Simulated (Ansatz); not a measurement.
## GeH$_{2}$F$_{4}$: geometry relaxation

- system: GeH$_{2}$F$_{4}$
- method: RKS r2SCAN-D4/def2-SVP (Ansatz 0.2.0)

It belongs to a series of runs on one base structure; here: end point A relaxed. Figures and captions count atoms from 1; the log counts them from 0 in places.

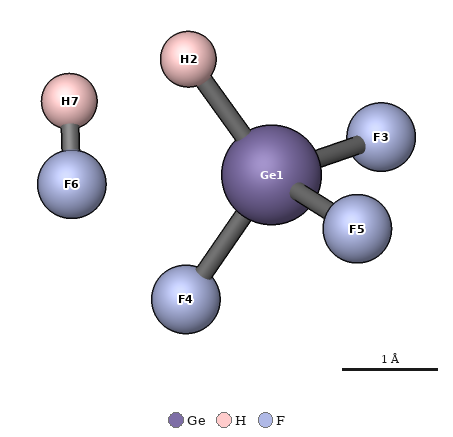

*The input geometry (ball-and-stick view, seen at a tilt; atoms are numbered from 1 in the order of the input). Sticks mark near contacts.*

Bond lengths as drawn: F–Ge 1.71 to 1.72 Å, F–H 0.93 Å and Ge–H 1.54 Å.

Results in brief

```tsv
quantity	value
outcome	converged
total energy	−67400.6753 eV
mean-field energy	−67400.6499 eV
largest force (length of the vector) at the end	0.029 eV/Å
hardware	4 threads of AMD EPYC (Zen 3), 24 GiB of memory available, shared host
wall time	10 s (CPU time 38 s)
peak memory	0.19 GiB
```

The input
```yaml
crystal:
  periodic: [false, false, false]
  atoms:
    - { symbol: Ge, position_ang: [0.200471, 0.0, -0.064517] }
    - { symbol: H, position_ang: [0.093413, 0.0, 1.470233] }
    - { symbol: F, position_ang: [1.843622, 0.0, -0.561496] }
    - { symbol: F, position_ang: [-0.50211, 1.386974, -0.780211] }
    - { symbol: F, position_ang: [-0.50211, -1.386974, -0.780211] }
    - { symbol: F, position_ang: [-2.321584, 0.0, 1.318097] }
    - { symbol: H, position_ang: [-1.698001, 0.0, 2.001606] }
basis:
  gaussian: { orbitals: def2-SVP }
hamiltonian:
  xc: r2scan
  dispersion: d4
relax:
  f_tol: 0.03
  max_steps: 50
output:
  orbitals: {}
```

Launch command:
```bash
ansatz run input.yaml --threads 4 --pin off --max-ram 5120MiB --backend cpu --events-out ev --progress --plain --runs-dir out
```

What the program printed
```
The last accepted step is kept in [file] (removed where the run ends without a failure and the disk answers)
Engine: ansatz 0.2.0, x86_64-unknown-linux-gnu
Functional definition: r2SCAN
  parameter k0 = 0.174
  parameter k1 = 0.065
  parameter a1 = 4.9479
  exchange = r2scan_x(k0 = k0, k1 = k1, a1 = a1)
  correlation = r2scan_c
1059 factors; their error is unknown
mean field evaluation 1: about -67395.0775 eV, gradient 6.1e1 eV
mean field evaluation 2: about -67380.4038 eV, gradient 1.2e2 eV
mean field evaluation 4: about -67400.5428 eV, gradient 3.8e0 eV
mean field evaluation 8: about -67400.5712 eV, gradient 4.0e-2 eV
mean field evaluation 16: about -67400.5000 eV, gradient 1.1e-5 eV
mean field -67400.49999063 eV, -2476.9226889560 hartree, gradient 1.0e-5 eV, S^2 0.000000; 0 other end points of the search recorded, 0 dependent functions left out
the calculation of the forces begins
reference -67400.49999854 eV, -2476.9226892468 hartree; 35, 35 occupied and 63, 63 virtual orbitals, 1059 factors
relax step   1: F+E_penalty+E_count = -67400.52546100 eV  Δ(F+E_penalty+E_count) = +0.000e0 eV  max|allowed force component| = 4.162e-1 eV/Å  Δτ_max = 0.0000 Å  (27 SCF iters, accepted)
these checks for a lower state are left out or cut short: starts, cluster_reference, orbital_swaps, neighbouring_geometries, increment
1059 factors; their error is unknown
mean field -67400.53152518 eV, -2476.9238478293 hartree, gradient 7.7e-5 eV, S^2 0.000000; 0 other end points of the search recorded, 0 dependent functions left out
the calculation of the forces begins
reference -67400.53153328 eV, -2476.9238481268 hartree; 35, 35 occupied and 63, 63 virtual orbitals, 1059 factors
relax step   2: F+E_penalty+E_count = -67400.55694657 eV  Δ(F+E_penalty+E_count) = -3.149e-2 eV  max|allowed force component| = 1.775e0 eV/Å  Δτ_max = 0.1964 Å  (32 SCF iters, accepted)
these checks for a lower state are left out or cut short: starts, cluster_reference, orbital_swaps, neighbouring_geometries, increment
1059 factors; their error is unknown
mean field -67400.56457968 eV, -2476.9250625597 hartree, gradient 7.6e-5 eV, S^2 0.000000; 0 other end points of the search recorded, 0 dependent functions left out
the calculation of the forces begins
reference -67400.56458800 eV, -2476.9250628653 hartree; 35, 35 occupied and 63, 63 virtual orbitals, 1059 factors
relax step   3: F+E_penalty+E_count = -67400.58995344 eV  Δ(F+E_penalty+E_count) = -3.301e-2 eV  max|allowed force component| = 2.154e0 eV/Å  Δτ_max = 0.1949 Å  (32 SCF iters, accepted)
these checks for a lower state are left out or cut short: starts, cluster_reference, orbital_swaps, neighbouring_geometries, increment
1059 factors; their error is unknown
mean field evaluation 32: about -67400.4548 eV, gradient 1.0e1 eV
mean field -67400.62938657 eV, -2476.9274441690 hartree, gradient 7.6e-5 eV, S^2 0.000000; 0 other end points of the search recorded, 0 dependent functions left out
the calculation of the forces begins
reference -67400.62939482 eV, -2476.9274444721 hartree; 35, 35 occupied and 63, 63 virtual orbitals, 1059 factors
relax step   4: F+E_penalty+E_count = -67400.65490880 eV  Δ(F+E_penalty+E_count) = -6.496e-2 eV  max|allowed force component| = 7.182e-1 eV/Å  Δτ_max = 0.1997 Å  (33 SCF iters, accepted)
these checks for a lower state are left out or cut short: starts, cluster_reference, orbital_swaps, neighbouring_geometries, increment
1059 factors; their error is unknown
mean field -67400.64247199 eV, -2476.9279250493 hartree, gradient 2.6e-5 eV, S^2 0.000000; 0 other end points of the search recorded, 0 dependent functions left out
the calculation of the forces begins
reference -67400.64248044 eV, -2476.9279253597 hartree; 35, 35 occupied and 63, 63 virtual orbitals, 1059 factors
relax step   5: F+E_penalty+E_count = -67400.66785666 eV  Δ(F+E_penalty+E_count) = -1.295e-2 eV  max|allowed force component| = 5.145e-1 eV/Å  Δτ_max = 0.1378 Å  (29 SCF iters, accepted)
these checks for a lower state are left out or cut short: starts, cluster_reference, orbital_swaps, neighbouring_geometries, increment
1059 factors; their error is unknown
mean field -67400.64846147 eV, -2476.9281451586 hartree, gradient 7.7e-5 eV, S^2 0.000000; 0 other end points of the search recorded, 0 dependent functions left out
the calculation of the forces begins
reference -67400.64846989 eV, -2476.9281454681 hartree; 35, 35 occupied and 63, 63 virtual orbitals, 1059 factors
relax step   6: F+E_penalty+E_count = -67400.67386984 eV  Δ(F+E_penalty+E_count) = -6.013e-3 eV  max|allowed force component| = 8.593e-2 eV/Å  Δτ_max = 0.0488 Å  (25 SCF iters, accepted)
these checks for a lower state are left out or cut short: starts, cluster_reference, orbital_swaps, neighbouring_geometries, increment
1059 factors; their error is unknown
mean field -67400.64967243 eV, -2476.9281896606 hartree, gradient 8.2e-5 eV, S^2 0.000000; 0 other end points of the search recorded, 0 dependent functions left out
the calculation of the forces begins
reference -67400.64968091 eV, -2476.9281899720 hartree; 35, 35 occupied and 63, 63 virtual orbitals, 1059 factors
relax step   7: F+E_penalty+E_count = -67400.67507314 eV  Δ(F+E_penalty+E_count) = -1.203e-3 eV  max|allowed force component| = 9.064e-2 eV/Å  Δτ_max = 0.0541 Å  (26 SCF iters, accepted)
these checks for a lower state are left out or cut short: starts, cluster_reference, orbital_swaps, neighbouring_geometries, increment
1059 factors; their error is unknown
mean field evaluation 64: about -67400.6499 eV, gradient 7.4e-5 eV
mean field -67400.64993970 eV, -2476.9281994828 hartree, gradient 7.4e-5 eV, S^2 0.000000; 0 other end points of the search recorded, 0 dependent functions left out
the calculation of the forces begins
reference -67400.64994820 eV, -2476.9281997948 hartree; 35, 35 occupied and 63, 63 virtual orbitals, 1059 factors
relax step   8: F+E_penalty+E_count = -67400.67532722 eV  Δ(F+E_penalty+E_count) = -2.541e-4 eV  max|allowed force component| = 2.804e-2 eV/Å  Δτ_max = 0.0208 Å  (26 SCF iters, accepted)
```

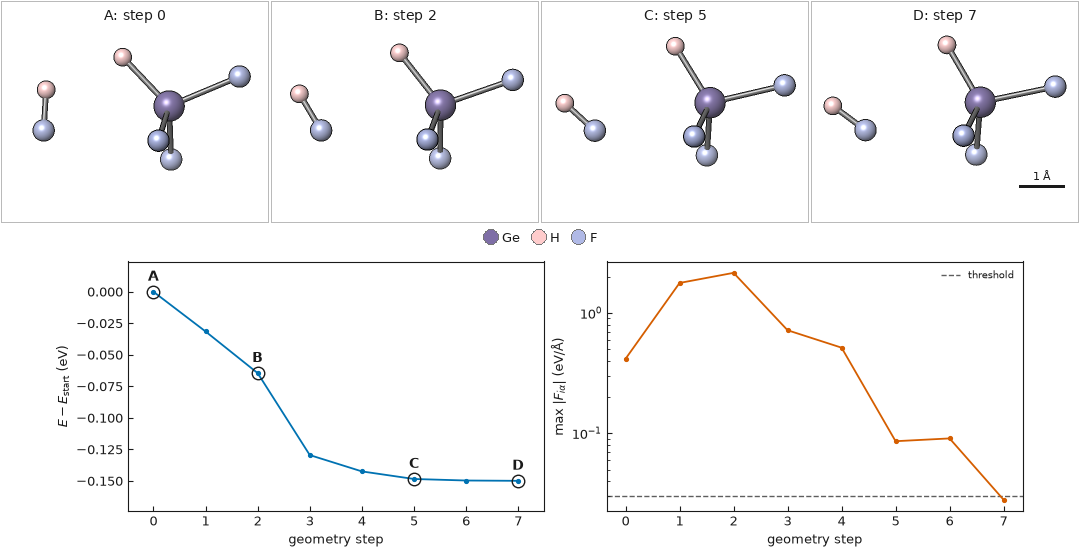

*Frames of the relaxation (ball-and-stick view, seen at a tilt) above the curves, on which the letters mark them (the first geometry is step 0 here and step 1 in the log).*

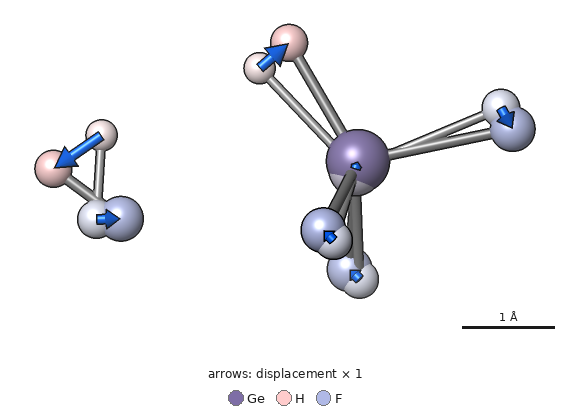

*Start (faint) and end (solid) with the displacements as blue arrows, at true length (ball-and-stick view, seen at a tilt). The two geometries are laid on each other by the best rigid fit.*

The energy falls by 0.150 eV in 7 geometry steps. Largest force component: 0.42 eV/Å at the start, 0.028 eV/Å at the end. The atom that moves furthest after the best rigid fit is H7 (0.64 Å). Largest moves by element: H 0.64 Å, F 0.27 Å, Ge 0.09 Å. Among the contacts that change: Ge1–H2 1.538 → 1.514 Å, Ge1–F3 1.717 → 1.723 Å. Among the angles that change: H2–Ge1–F4 112.9° → 115.0°. (Atoms are counted from 1 in the order of the input.)

```
1059 factors; their error is unknown
mean field -67400.64993970 eV, -2476.9281994828 hartree, gradient 7.4e-5 eV, S^2 0.000000; 1 other end points of the search recorded, 0 dependent functions left out
the calculation of the forces begins
reference -67400.64994820 eV, -2476.9281997948 hartree; 35, 35 occupied and 63, 63 virtual orbitals, 1059 factors
Total energy: -67400.67533571 eV, -2476.9291327686 hartree
Atom 0 at     0.275264     0.000000    -0.017219 Å, force     0.009856     0.000000     0.012307 eV/Å
Atom 1 at     0.519687     0.000000     1.477043 Å, force    -0.007291    -0.000000    -0.012934 eV/Å
Atom 2 at     1.793798    -0.000000    -0.830645 Å, force    -0.002618    -0.000000    -0.002270 eV/Å
Atom 3 at    -0.519623     1.394073    -0.621979 Å, force     0.000161    -0.001045     0.000942 eV/Å
Atom 4 at    -0.519623    -1.394073    -0.621978 Å, force     0.000161     0.001045     0.000942 eV/Å
Atom 5 at    -2.109104    -0.000000     1.158561 Å, force    -0.005408     0.000000     0.028035 eV/Å
Atom 6 at    -2.326697    -0.000000     2.059717 Å, force     0.005140    -0.000000    -0.027022 eV/Å
Dipole moment:    -0.252703     0.000000     0.960479 e Å
```

Trajectory as extended XYZ (Å, eV, eV/Å), 8 frames, from step=1 to step=8
```
7
Properties=species:S:1:pos:R:3:forces:R:3 step=1 energy=-67400.52546
Ge    0.2005    0.0000   -0.0645   -0.1980   0.0000   0.3819
H     0.0934    0.0000    1.4702    0.3105   0.0000  -0.4162
F     1.8436    0.0000   -0.5615    0.0002   0.0000   0.0149
F    -0.5021    1.3870   -0.7802    0.0142   0.0057   0.0039
F    -0.5021   -1.3870   -0.7802    0.0142  -0.0057   0.0039
F    -2.3216    0.0000    1.3181    0.0418   0.0000  -0.1513
H    -1.6980    0.0000    2.0016   -0.1829   0.0000   0.1628
7
Properties=species:S:1:pos:R:3:forces:R:3 step=2 energy=-67400.55695
Ge    0.2152    0.0000   -0.0686   -0.1683   0.0000   0.2887
H     0.1959    0.0000    1.4511    0.1332   0.0000  -0.1100
F     1.8463    0.0000   -0.6040    0.0565   0.0000  -0.0902
F    -0.5036    1.3883   -0.7659    0.0066   0.0165  -0.0297
F    -0.5036   -1.3883   -0.7659    0.0066  -0.0165  -0.0297
F    -2.2775    0.0000    1.2428    0.9873   0.0000   1.7461
H    -1.8590    0.0000    2.1141   -1.0219   0.0000  -1.7752
7
Properties=species:S:1:pos:R:3:forces:R:3 step=3 energy=-67400.58995
Ge    0.2376    0.0000   -0.0683   -0.1269   0.0000   0.3230
H     0.2726    0.0000    1.4483    0.1326   0.0000  -0.0884
F     1.8483    0.0000   -0.6685    0.0317   0.0000  -0.0906
F    -0.5038    1.3872   -0.7458    0.0039   0.0271  -0.0439
F    -0.5038   -1.3872   -0.7458    0.0039  -0.0271  -0.0439
F    -2.1918    0.0000    1.2121    0.3531   0.0000   2.0982
H    -2.0453    0.0000    2.1716   -0.3983   0.0000  -2.1543
7
Properties=species:S:1:pos:R:3:forces:R:3 step=4 energy=-67400.65491
Ge    0.2452    0.0000    0.0169    0.0730   0.0000  -0.7182
H     0.4644    0.0000    1.5036    0.0208   0.0000   0.2171
F     1.7782    0.0000   -0.7905   -0.2280   0.0000   0.2293
F    -0.5371    1.3847   -0.6289    0.0546   0.0070   0.1047
F    -0.5371   -1.3847   -0.6289    0.0546  -0.0070   0.1047
F    -2.1695    0.0000    1.1057    0.1039   0.0000  -0.3165
H    -2.1303    0.0000    2.0257   -0.0788   0.0000   0.3790
7
Properties=species:S:1:pos:R:3:forces:R:3 step=5 energy=-67400.66786
Ge    0.2563    0.0000   -0.0346   -0.0329   0.0000   0.0842
H     0.4239    0.0000    1.4676    0.0434   0.0000   0.0169
F     1.8122    0.0000   -0.7666    0.0823   0.0000  -0.0620
F    -0.5118    1.3907   -0.6772   -0.0309   0.0193  -0.0006
F    -0.5118   -1.3907   -0.6772   -0.0309  -0.0193  -0.0006
F    -2.1154    0.0000    1.1819   -0.0893   0.0000   0.4767
H    -2.2397    0.0000    2.1095    0.0583   0.0000  -0.5145
7
Properties=species:S:1:pos:R:3:forces:R:3 step=6 energy=-67400.67387
Ge    0.2637    0.0000   -0.0212   -0.0155   0.0000  -0.0050
H     0.4717    0.0000    1.4779    0.0106   0.0000  -0.0013
F     1.8013    0.0000   -0.7973   -0.0020   0.0000  -0.0037
F    -0.5199    1.3918   -0.6452    0.0019   0.0035   0.0096
F    -0.5199   -1.3918   -0.6452    0.0019  -0.0035   0.0096
F    -2.1289    0.0000    1.1573    0.0106   0.0000   0.0768
H    -2.2542    0.0000    2.0770   -0.0076   0.0000  -0.0859
7
Properties=species:S:1:pos:R:3:forces:R:3 step=7 energy=-67400.67507
Ge    0.2699    0.0000   -0.0178    0.0090   0.0000   0.0398
H     0.5043    0.0000    1.4789    0.0023   0.0000  -0.0299
F     1.7942    0.0000   -0.8203   -0.0049   0.0000  -0.0063
F    -0.5221    1.3937   -0.6271    0.0042   0.0012  -0.0031
F    -0.5221   -1.3937   -0.6271    0.0042  -0.0012  -0.0031
F    -2.1045    0.0000    1.1554   -0.0311   0.0000   0.0906
H    -2.3060    0.0000    2.0615    0.0164   0.0000  -0.0880
7
Properties=species:S:1:pos:R:3:forces:R:3 step=8 energy=-67400.67533
Ge    0.2753    0.0000   -0.0172    0.0099   0.0000   0.0123
H     0.5197    0.0000    1.4770   -0.0073   0.0000  -0.0129
F     1.7938    0.0000   -0.8306   -0.0026   0.0000  -0.0023
F    -0.5196    1.3941   -0.6220    0.0002  -0.0010   0.0009
F    -0.5196   -1.3941   -0.6220    0.0002   0.0010   0.0009
F    -2.1091    0.0000    1.1586   -0.0054   0.0000   0.0280
H    -2.3267    0.0000    2.0597    0.0051   0.0000  -0.0270
```

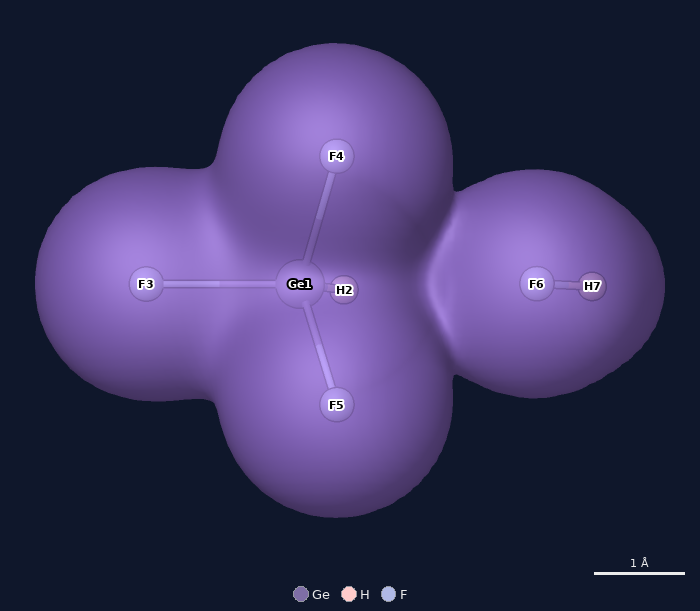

*Isosurface of the electron density at 0.05 e/Å³ (purple), seen at a tilt.*

At this value the surface is in one piece. On the grid the lowest density along these lines, outside the cores, is 0.12 e/Å³ (Ge···F, 2.66 Å), 0.96 e/Å³ (Ge–F, 1.71 Å), 2.3 e/Å³ (F–H, 0.93 Å) and 0.96 e/Å³ (Ge–H, 1.51 Å).

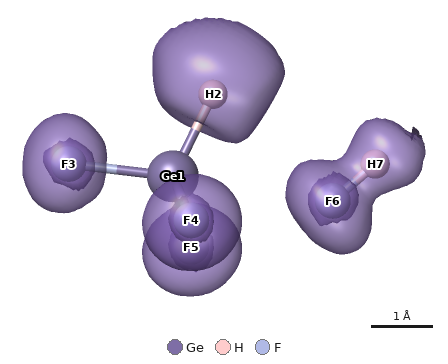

*Isosurface of the electron localisation function at 0.75 (purple), seen from the side. Only the valence region is drawn (cores and ρ < 0.01 e/Å³ removed).*

Profiles from the grid: Ge1···F6 (2.66 Å): the ELF is only about 0.05 between them. Ge–F (1.71 Å): the ELF peaks at about 0.80 in the valence shell of F, 0.5 Å from its nucleus, and is about 0.25 at the midpoint.
